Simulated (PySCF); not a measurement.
# C3H3F2S radical: open-shell or spin-flip excitations

What do calculations give for the open-shell or spin-flip excitations of C3H3F2S radical (`CC(=S)[C](F)F`)?

Computed with PySCF 2.14.0 and routines of our own; the level stands in each step. Atoms count from 0.

## (1) The system as given

9 atoms, charge 0, multiplicity 2; geometry from: GFN2-xTB.

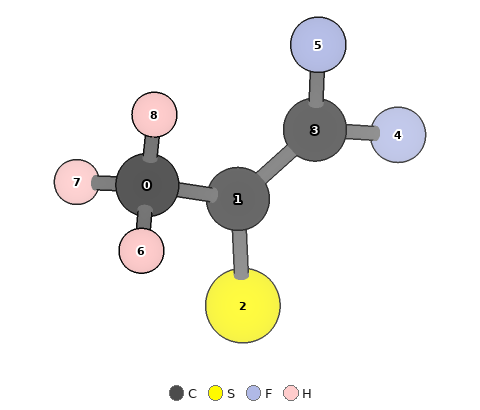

The starting geometry (carbon dark grey, sulfur yellow, fluorine light blue, hydrogen pink).

## (2) Open-shell or spin-flip excitations: unrestricted TDA PBE0/def2-SVPD

Job settings and geometry (Å):

```
{"job": {"kind": "uabs", "xc": "PBE0", "basis": "def2-SVPD", "nstates": 10, "tda": true}, "charge": 0, "multiplicity": 2}
C     -1.050452     0.515353    -0.210590
C      0.039749    -0.508444    -0.256573
S     -0.351497    -2.124142    -0.682390
C      1.313792    -0.184983     0.028038
F      2.343867    -1.011522     0.018017
F      1.716929     1.034840     0.368327
H     -1.811927     0.207410     0.503962
H     -1.524415     0.587871    -1.187995
H     -0.662485     1.489612     0.075000
```

Method: unrestricted TDA PBE0/def2-SVPD, vertical, gas phase, core orbitals frozen in the response.

On the command line:

```bash
> OMP_NUM_THREADS=1 python excited_run.py task.json out
```

This one command runs all jobs of the session in turn.

Output:

```text
coarse grid: 8920 points
cycle   1  E = -712.9370350443  dE =  8.743e-01  |g| = 5.035e-01  |ddm| = 3.618e+00
cycle   2  E = -712.6422357196  dE =  2.948e-01  |g| = 9.384e-01  |ddm| = 1.972e+00
cycle   3  E = -713.0616368261  dE = -4.194e-01  |g| = 7.833e-02  |ddm| = 1.508e+00
cycle   4  E = -713.0634496250  dE = -1.813e-03  |g| = 7.080e-02  |ddm| = 2.242e-01
cycle   5  E = -713.0663672867  dE = -2.918e-03  |g| = 1.511e-02  |ddm| = 1.319e-01
cycle   6  E = -713.0666341112  dE = -2.668e-04  |g| = 9.204e-03  |ddm| = 6.033e-02
cycle   7  E = -713.0667286533  dE = -9.454e-05  |g| = 3.886e-03  |ddm| = 3.722e-02
cycle   8  E = -713.0667396005  dE = -1.095e-05  |g| = 1.479e-03  |ddm| = 1.307e-02
cycle   9  E = -713.0667408427  dE = -1.242e-06  |g| = 4.907e-04  |ddm| = 2.809e-03
final grid: 84696 points
cycle  10  E = -713.1449644808  dE = -2.272e-05  |g| = 5.178e-03  |ddm| = 6.244e-02
cycle  11  E = -713.1449445467  dE =  1.993e-05  |g| = 8.202e-03  |ddm| = 1.998e-02
cycle  12  E = -713.1449776365  dE = -3.309e-05  |g| = 6.848e-04  |ddm| = 1.344e-02
cycle  13  E = -713.1449778759  dE = -2.394e-07  |g| = 1.541e-04  |ddm| = 1.585e-03
cycle  14  E = -713.1449779000  dE = -2.406e-08  |g| = 6.940e-05  |ddm| = 5.509e-04
cycle  15  E = -713.1449779120  dE = -1.198e-08  |g| = 4.662e-05  |ddm| = 4.154e-04
cycle  16  E = -713.1449779198  dE = -7.796e-09  |g| = 2.609e-05  |ddm| = 3.496e-04
cycle  17  E = -713.1449779277  dE = -7.922e-09  |g| = 1.605e-05  |ddm| = 5.173e-04
cycle  18  E = -713.1449779322  dE = -4.486e-09  |g| = 9.974e-06  |ddm| = 4.610e-04
cycle  19  E = -713.1449779343  dE = -2.148e-09  |g| = 4.021e-06  |ddm| = 4.713e-04
cycle  20  E = -713.1449779345  dE = -1.492e-10  |g| = 2.771e-06  |ddm| = 1.208e-04
converged SCF energy = -713.1449779345

Static polarisability (au): isotropic 61.808, principal 42.269 62.281 80.875

<S^2> of the reference = 0.7707 (exact 0.7500)

Excitations
state   eV       nm        f      <S^2>   main configurations
  1   0.6454   1921.0   0.00000   0.785   Hb->Lb 0.99
  2   3.2915    376.7   0.04859   0.767   H-1b->Lb 0.86, H-1a->La 0.11
  3   4.5917    270.0   0.00500   0.794   H-2b->Lb 0.96
  4   5.1345    241.5   0.00000   2.014   Ha->La 0.97
  5   5.3570    231.4   0.15010   1.452   H-1a->La 0.62, H-1b->L+2b 0.18, H-1b->Lb 0.08
  6   5.6427    219.7   0.00001   1.474   Hb->L+2b 0.85, Hb->L+1b 0.12
  7   5.8600    211.6   0.00055   2.730   Hb->L+3b 0.27, Hb->L+1b 0.23, Ha->L+2a 0.21, Ha->L+1a 0.12
  8   6.1403    201.9   0.01749   1.853   Hb->L+1b 0.60, Hb->L+3b 0.14, Ha->L+2a 0.13, Hb->L+2b 0.08
  9   6.1570    201.4   0.00120   0.873   H-1a->L+1a 0.92
 10   6.2873    197.2   0.01266   1.690   Ha->L+1a 0.79, Hb->L+3b 0.14
```

It took 33 s on 1 thread of Arm Neoverse V2, shared host; peak memory 0.57 GiB.

In short:

| quantity | value |
| --- | --- |
| ⟨S²⟩ | 0.771 |

Löwdin spin populations:

| atom | value (e) |
| --- | --- |
| C0 | -0.01 |
| C1 | 0.03 |
| S2 | 0.63 |
| C3 | 0.24 |
| F4 | 0.05 |
| F5 | 0.06 |
| H6 | 0.00 |
| H7 | 0.00 |
| H8 | 0.00 |

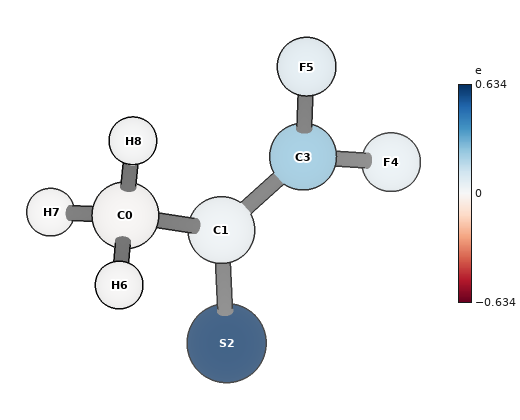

Löwdin spin populations, as colours on the atoms.

With diffuse functions Löwdin's scheme smears the spin, so small populations can have the wrong sign.

The fields below are evaluated on a grid from the run's orbitals.

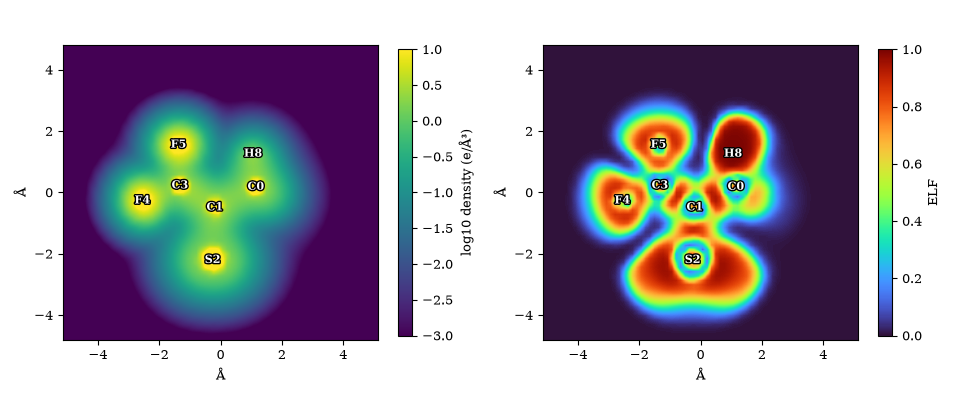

Density (left) and ELF (right) in a plane through or near 7 of the atoms.

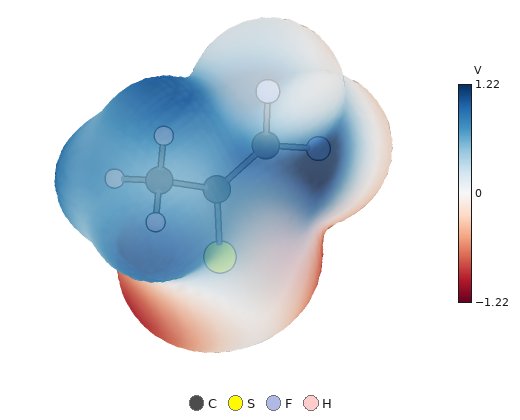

The potential that a unit positive charge feels on the 0.002 e/bohr³ surface, from -0.95 V near S2 to 1.22 V near C3.

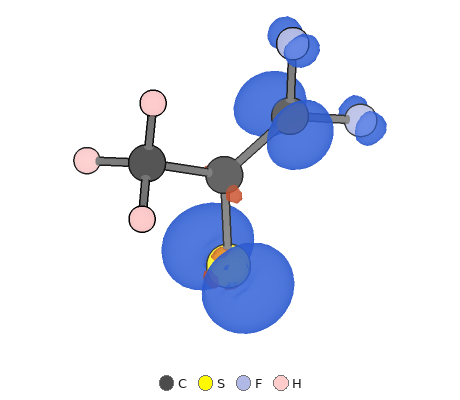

Spin density at ±0.08 e/Å³ (alpha excess blue, beta excess red).

## (3) Open-shell or spin-flip excitations: unrestricted TDDFT PBE0/6-31+G*

The job, as its differences from that of step 2:

```diff
@@ -1,2 +1,2 @@
-{"job": {"kind": "uabs", "xc": "PBE0", "basis": "def2-SVPD", "nstates": 10, "tda": true}, "charge": 0, "multiplicity": 2}
+{"job": {"kind": "uabs", "xc": "PBE0", "basis": "6-31+G*", "nstates": 2, "tda": false}, "charge": 0, "multiplicity": 2}
 C     -1.050452     0.515353    -0.210590
```

Method: unrestricted TDDFT PBE0/6-31+G*, vertical, gas phase, core orbitals frozen in the response.

Output:

```text
coarse grid: 8920 points
cycle   1  E = -713.3763363830  dE =  9.364e-01  |g| = 4.960e-01  |ddm| = 2.481e+00
cycle   2  E = -713.0789981423  dE =  2.973e-01  |g| = 9.304e-01  |ddm| = 4.063e+00
cycle   3  E = -713.5006544158  dE = -4.217e-01  |g| = 7.970e-02  |ddm| = 2.979e+00
cycle   4  E = -713.5025594963  dE = -1.905e-03  |g| = 7.034e-02  |ddm| = 2.351e-01
cycle   5  E = -713.5054727174  dE = -2.913e-03  |g| = 1.518e-02  |ddm| = 2.916e-01
cycle   6  E = -713.5057312871  dE = -2.586e-04  |g| = 9.590e-03  |ddm| = 4.616e-02
cycle   7  E = -713.5058280873  dE = -9.680e-05  |g| = 3.701e-03  |ddm| = 6.073e-02
cycle   8  E = -713.5058380923  dE = -1.001e-05  |g| = 1.493e-03  |ddm| = 2.406e-02
cycle   9  E = -713.5058393235  dE = -1.231e-06  |g| = 4.930e-04  |ddm| = 2.559e-03
final grid: 84696 points
cycle  10  E = -713.4735010880  dE = -1.549e-05  |g| = 5.989e-03  |ddm| = 4.685e-02
cycle  11  E = -713.4734738445  dE =  2.724e-05  |g| = 9.704e-03  |ddm| = 3.064e-02
cycle  12  E = -713.4735185977  dE = -4.475e-05  |g| = 6.956e-04  |ddm| = 2.865e-02
cycle  13  E = -713.4735188405  dE = -2.428e-07  |g| = 1.606e-04  |ddm| = 1.758e-03
cycle  14  E = -713.4735188590  dE = -1.854e-08  |g| = 7.140e-05  |ddm| = 4.389e-04
cycle  15  E = -713.4735188639  dE = -4.858e-09  |g| = 4.444e-05  |ddm| = 4.195e-04
cycle  16  E = -713.4735188659  dE = -2.031e-09  |g| = 1.225e-05  |ddm| = 2.965e-04
cycle  17  E = -713.4735188666  dE = -6.573e-10  |g| = 5.729e-06  |ddm| = 1.071e-04
converged SCF energy = -713.4735188666

Static polarisability (au): isotropic 56.637, principal 35.730 56.103 78.079

<S^2> of the reference = 0.7695 (exact 0.7500)

Excitations
state   eV       nm        f      <S^2>   main configurations
  1   0.6188   2003.6   0.00000   0.784   Hb->Lb 0.99
  2   3.1256    396.7   0.04037   0.767   H-1b->Lb 0.90
```

It took 17 s on 1 thread of Arm Neoverse V2, shared host; peak memory 0.57 GiB.

From this job:

| quantity | value |
| --- | --- |
| ⟨S²⟩ | 0.769 |

## (4) Open-shell or spin-flip excitations: unrestricted TDA PBE/ANO-RCC-VDZP

Job settings and geometry (Å):

```
{"job": {"kind": "uabs", "xc": "PBE", "basis": "ANO-RCC-VDZP", "nstates": 10, "tda": true, "scf": {"max_cycle": 87}}, "charge": 0, "multiplicity": 2}
C     -1.050452     0.515353    -0.210590
C      0.366809    -0.815583    -0.270368
S     -0.351497    -2.124142    -0.682390
C      1.313792    -0.184983     0.028038
F      2.343867    -1.011522     0.018017
F      1.716929     1.034840     0.368327
H     -1.811927     0.207410     0.503962
H     -1.524415     0.587871    -1.187995
H     -0.662485     1.489612     0.075000
```

Level: unrestricted TDA PBE/ANO-RCC-VDZP, vertical, gas phase, core orbitals frozen in the response.

Output:

```text
final grid: 84696 points
cycle   1  E = -713.0599145451  dE =  1.102e+00  |g| = 4.545e-01  |ddm| = 3.094e+00
cycle   2  E = -712.7910395331  dE =  2.689e-01  |g| = 8.920e-01  |ddm| = 1.900e+00
cycle   3  E = -713.1180102932  dE = -3.270e-01  |g| = 2.261e-01  |ddm| = 1.836e+00
cycle   4  E = -713.1218240430  dE = -3.814e-03  |g| = 2.106e-01  |ddm| = 1.657e+00
cycle   5  E = -713.1427380257  dE = -2.091e-02  |g| = 1.063e-01  |ddm| = 1.634e-01
cycle   6  E = -713.1368320718  dE =  5.906e-03  |g| = 1.333e-01  |ddm| = 1.624e+00
cycle   7  E = -713.1472527565  dE = -1.042e-02  |g| = 6.584e-02  |ddm| = 1.618e+00
cycle   8  E = -713.1474170669  dE = -1.643e-04  |g| = 7.187e-02  |ddm| = 1.190e+00
cycle   9  E = -713.1499835988  dE = -2.567e-03  |g| = 4.223e-02  |ddm| = 2.420e-01
cycle  10  E = -713.1486487752  dE =  1.335e-03  |g| = 6.023e-02  |ddm| = 2.200e-01
cycle  11  E = -713.1509529090  dE = -2.304e-03  |g| = 2.477e-02  |ddm| = 2.144e-01
cycle  12  E = -713.1509580683  dE = -5.159e-06  |g| = 2.418e-02  |ddm| = 1.717e-02
cycle  13  E = -713.1511355297  dE = -1.775e-04  |g| = 1.849e-02  |ddm| = 2.086e-02
cycle  14  E = -713.1512682013  dE = -1.327e-04  |g| = 1.244e-02  |ddm| = 2.130e-02
cycle  15  E = -713.1512942934  dE = -2.609e-05  |g| = 1.088e-02  |ddm| = 8.393e-03
cycle  16  E = -713.1513727159  dE = -7.842e-05  |g| = 3.003e-03  |ddm| = 5.368e-02
cycle  17  E = -713.1513789388  dE = -6.223e-06  |g| = 3.334e-04  |ddm| = 1.248e-02
cycle  18  E = -713.1513786547  dE =  2.841e-07  |g| = 6.968e-04  |ddm| = 4.229e-03
cycle  19  E = -713.1513790028  dE = -3.480e-07  |g| = 2.938e-05  |ddm| = 2.938e-03
cycle  20  E = -713.1513790035  dE = -6.759e-10  |g| = 1.144e-05  |ddm| = 7.170e-05
converged SCF energy = -713.1513790035

Static polarisability (au): isotropic 66.343, principal 32.598 74.126 92.304

<S^2> of the reference = 0.7535 (exact 0.7500)

Excitations
state   eV       nm        f      <S^2>   main configurations
  1   0.2292   5409.4   0.00091   0.757   Hb->Lb 0.99
  2   3.4012    364.5   0.00579   0.779   H-1b->Lb 0.65, H-2b->Lb 0.31
  3   3.7119    334.0   0.02007   0.873   H-2b->Lb 0.55, H-1b->Lb 0.29
  4   3.9845    311.2   0.00024   2.579   Hb->L+1b 0.62, Ha->La 0.31
  5   4.4701    277.4   0.01028   0.800   Ha->La 0.52, Hb->L+1b 0.23, H-1a->La 0.22
  6   4.8910    253.5   0.00543   0.786   H-3b->Lb 0.75, H-1a->La 0.19
  7   5.0801    244.1   0.00513   0.811   H-4b->Lb 0.92
  8   5.1421    241.1   0.02216   1.802   Hb->L+2b 0.76
  9   5.2396    236.6   0.00065   2.606   Hb->L+3b 0.57, Ha->L+2a 0.38
 10   5.3025    233.8   0.04261   1.333   H-1a->La 0.25, H-5b->Lb 0.20, Ha->L+1a 0.19, H-3b->Lb 0.10
```

Run time: 42 s. Hardware: 1 thread of Arm Neoverse V2, shared host; peak memory 0.47 GiB.

It converged, yet the result is unsound: one atom of the first bond was moved so that the bond is 1.3 times as long.

## (5) Outcome

```
                                                                                       quantity                               value
lowest and brightest state of nearly pure spin, of 10 (step 2, unrestricted TDA PBE0/def2-SVPD)         0.65 eV; 3.29 eV, f = 0.049
                                                          surface potential, least and greatest                  -0.95 V and 1.22 V
 lowest and brightest state of nearly pure spin, of 2 (step 3, unrestricted TDDFT PBE0/6-31+G*)         0.62 eV; 3.13 eV, f = 0.040
                                                                                           runs  0 failed, 1 ended on unsound input
```

What this shows: States whose ⟨S²⟩ lies well above the reference's are mixtures of spin states, an artefact of the unrestricted response, and are left out of the summary. The lowest state of nearly pure spin runs from 0.62 to 0.65 eV over the runs.
